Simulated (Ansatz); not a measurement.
A series of calculations on WH4O3ClF3

Part 1: Relaxation

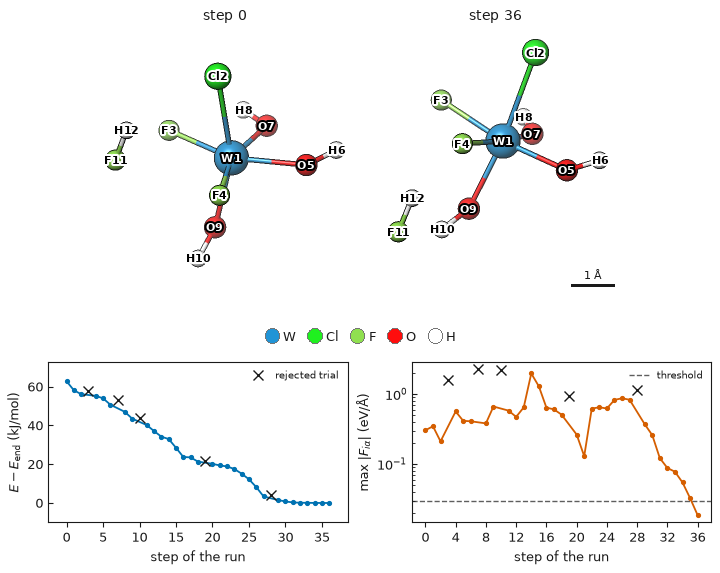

First and last geometry of a relaxation of WH$_{4}$O$_{3}$ClF$_{3}$, with the history of the run. A ball-and-stick model, seen at a tilt.

The run prepares an end point of a later path (reaction) calculation, from a guessed geometry.

All numbers below come from RHF/def2-SVP (Ansatz 0.2.0). (no spin polarisation; force threshold 0.03 eV/Å; at most 50 steps)

### Did the run converge, and what did it change?

It converged. The atom that moves furthest after the best rigid fit is F11 (1.75 Å). By element the largest moves are F 1.75 Å, H 1.65 Å, Cl 1.49 Å, O 0.62 Å, W 0.46 Å. Near-neighbour distances that change, for instance: W1–F11 3.059 → 3.757 Å, W1–O7 1.893 → 1.825 Å, W1–F4 1.875 → 1.913 Å, W1–O9 1.839 → 1.825 Å. Among the angles between lasting bonds that change: F3–W1–F4 118.4° → 84.8°, W1–O7–H8 117.7° → 139.5°, W1–O5–H6 124.9° → 142.7°. Over 31 accepted moves (36 points after the start) the energy falls by 62.8 kJ/mol. Largest force component: 0.3 eV/Å at the start, 0.019 eV/Å at the end. The line search rejected the trial steps at points 3, 7, 10, 19, 28 of the run. Cost: 81 s on 4 threads of Arm Neoverse V2 (shared host), peak memory 0.48 GiB.

Limits of the set-up: the start holds two separate molecules, 2.6 Å apart at their closest, whose relative position is a soft coordinate and is computed without a dispersion correction; Hartree-Fock leaves out electron correlation.

Part 2: Relaxation

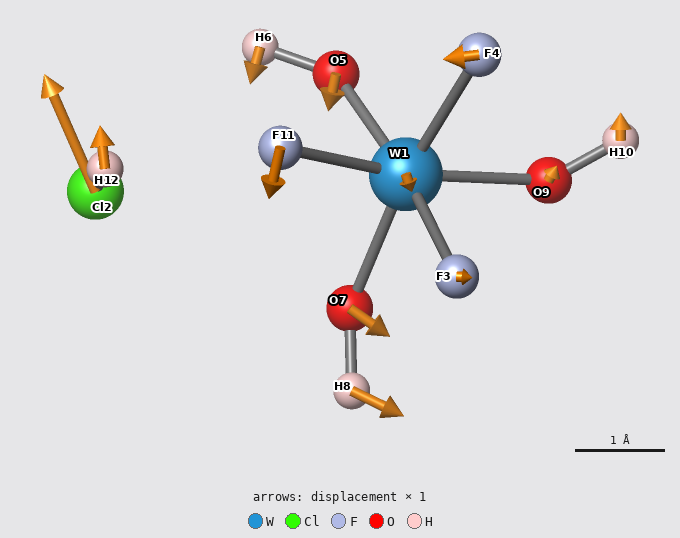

This is a relaxation of WH$_{4}$O$_{3}$ClF$_{3}$. The starting structure is drawn; orange arrows show the displacements, at their true length. The two geometries are superimposed by the best rigid fit.

A ball-and-stick model, seen face on.

The run prepares an end point of a later path (reaction) calculation, from a guessed geometry.

These are results of RHF/def2-SVP (Ansatz 0.2.0), not measurements. Set-up: no spin polarisation; force threshold 0.03 eV/Å; at most 50 steps.

Question: Atoms of which element are displaced furthest, and by how much?

Answer: Chlorine: up to 1.49 Å, against 0.66 Å for hydrogen.

Question: What happened in the run?

Answer: Cl2 moves most after the best rigid fit: 1.49 Å. Largest moves by element: Cl 1.49 Å, H 0.66 Å, F 0.65 Å, O 0.56 Å, W 0.22 Å. Near-neighbour distances that change, for instance: Cl2–H12 1.320 → 1.279 Å, W1–F11 1.866 → 1.892 Å, W1–O9 1.845 → 1.835 Å, W1–F3 1.878 → 1.872 Å. Bond angles that change, for instance: W1–O9–H10 131.4° → 137.7°, O7–W1–F11 98.2° → 93.8°, O9–W1–F11 167.2° → 170.8°. Over 14 accepted moves (16 points after the start) the energy falls by 34.5 kJ/mol. Largest force component: 1.2 eV/Å at the start, 0.019 eV/Å at the end. The line search rejected the trial steps at points 9, 14 of the run. Cost: 38 s on 4 threads of Arm Neoverse V2 (shared host), peak memory 0.48 GiB.

Limits of the set-up: Hartree-Fock leaves out electron correlation.

Part 3: Path

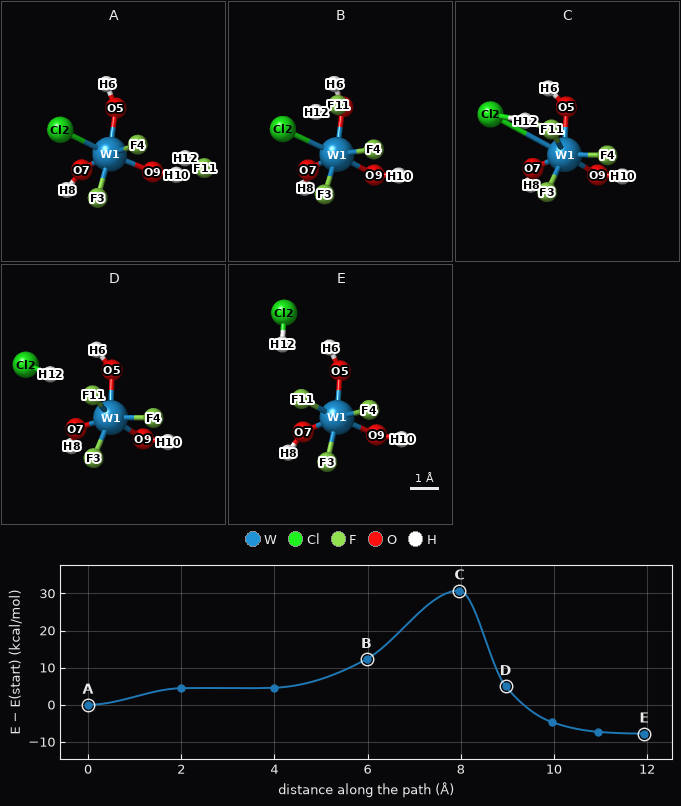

A nudged-elastic-band calculation for WH₄O₃ClF₃. Images are numbered from 0 (start) to 8 (end). Frames A to E are images 0, 3, 4, 5, 8. The picture is a ball-and-stick view, seen at a tilt.

Theory: RHF/def2-SVP in Ansatz 0.2.0. Settings: 7 movable images; climbing image; force threshold 0.03 eV/Å; iteration limit 60; starting path through a guess of the saddle point.

> What happens along the path, and what is the barrier?

Breaking: F11–H12 (0.91 → 1.03 at the top → 2.14 Å), W1–Cl2 (2.38 → 3.16 at the top → 4.41 Å). Forming: Cl2–H12 (4.72 → 1.67 at the top → 1.28 Å), W1–F11 (3.76 → 2.18 at the top → 1.89 Å). The highest point, image 4, lies 30.8 kcal/mol above the start and 38.5 kcal/mol above the end; the end is at −7.8 kcal/mol relative to the start. The band is converged. At the top, the vibrational analysis gives one imaginary mode (253i cm⁻¹), as a transition state must have.

Limits of the set-up: Hartree-Fock leaves out electron correlation.
